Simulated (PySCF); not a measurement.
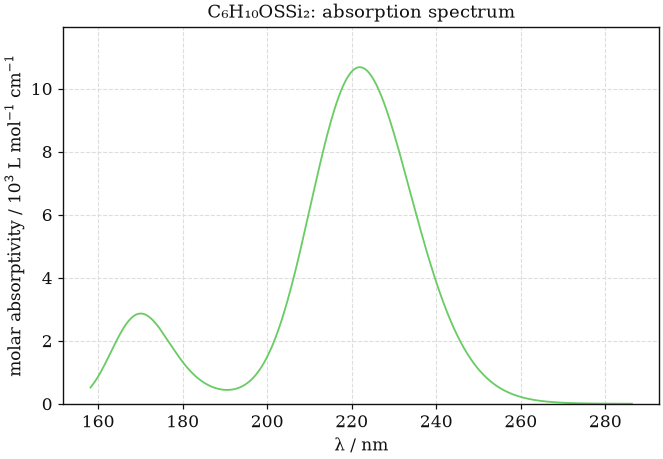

Computed absorption of C₆H₁₀OSSi₂, SMILES c1csc([Si@H]2CC[SiH2]O2)c1. Vertical TDDFT excitations, CAM-B3LYP/def2-SVPD in PySCF, at a PBE0-D3(BJ)/def2-SVP geometry (no frequency check), gas phase. The lowest 10 singlet states are shown; each is broadened by a Gaussian of 1/e half-width 0.40 eV.

**Does any vertical transition fall in the visible?**

No singlet lies below 3.1 eV (beyond 400 nm), so at this level no vertical transition falls in the visible.

**Which of the computed transitions is the brightest, and what character does the calculation give it?**

S1 at 5.53 eV (224 nm), f = 0.190, mainly HOMO → LUMO (89 %).

**List the transitions behind the spectrum.**

| state | E (eV) | λ (nm) | f | main character |
| --- | --- | --- | --- | --- |
| S1 | 5.53 | 224 | 0.190 | HOMO → LUMO (89 %) |
| S2 | 5.72 | 217 | 0.087 | HOMO−1 → LUMO (82 %) |
| S3 | 6.28 | 198 | 0.003 | HOMO → LUMO+1 (56 %) |
| S4 | 6.41 | 193 | 0.000 | HOMO−1 → LUMO+1 (31 %) |
| S5 | 6.68 | 185 | 0.001 | HOMO → LUMO+4 (38 %) |
| S6 | 6.72 | 185 | 0.003 | HOMO → LUMO+2 (57 %) |
| S7 | 7.01 | 177 | 0.002 | HOMO−1 → LUMO+2 (48 %) |
| S8 | 7.03 | 176 | 0.006 | HOMO−2 → LUMO (40 %) |
| S9 | 7.17 | 173 | 0.009 | HOMO−1 → LUMO+1 (39 %) |
| S10 | 7.34 | 169 | 0.057 | HOMO−2 → LUMO+1 (24 %) |

Caveats: one conformer of a flexible molecule; core orbitals are frozen in the response.
